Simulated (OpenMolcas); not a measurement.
## How methods differ on SiCl2OF (SMILES [O][Si](F)(Cl)Cl)

SiCl2OF has 5 atoms, charge 0, and is taken as a doublet. As SMILES, `[O][Si](F)(Cl)Cl`. The shape is that of a PBE0-D4/def2-TZVP optimisation.

Quantity: the dipole moment, in D. The values are calculated.

```json
{"level": "UHF/cc-pVDZ", "kind": "Hartree–Fock", "program": "OpenMolcas", "value (D)": "0.59"}
{"level": "USVWN5/cc-pVDZ", "kind": "LDA", "program": "OpenMolcas", "value (D)": "1.42"}
{"level": "UPBE/cc-pVDZ", "kind": "GGA", "program": "OpenMolcas", "value (D)": "1.15"}
{"level": "U-r2SCAN/cc-pVDZ", "kind": "meta-GGA", "program": "OpenMolcas", "value (D)": "0.86"}
{"level": "UM06-L/cc-pVDZ", "kind": "meta-GGA", "program": "OpenMolcas", "value (D)": "0.81"}
{"level": "UTPSS/cc-pVDZ", "kind": "meta-GGA", "program": "OpenMolcas", "value (D)": "0.99"}
{"level": "UB3LYP/cc-pVDZ", "kind": "global hybrid", "program": "OpenMolcas", "value (D)": "0.85"}
{"level": "UM06-2X/cc-pVDZ", "kind": "hybrid meta-GGA", "program": "OpenMolcas", "value (D)": "0.62"}
```

The values span 0.59 to 1.42 D. Magnitudes only.

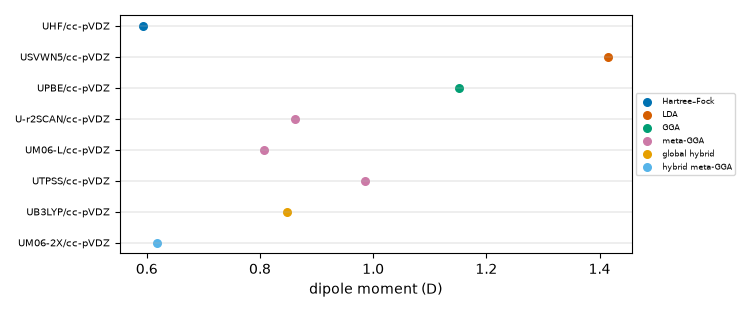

The values of the table, level by level.
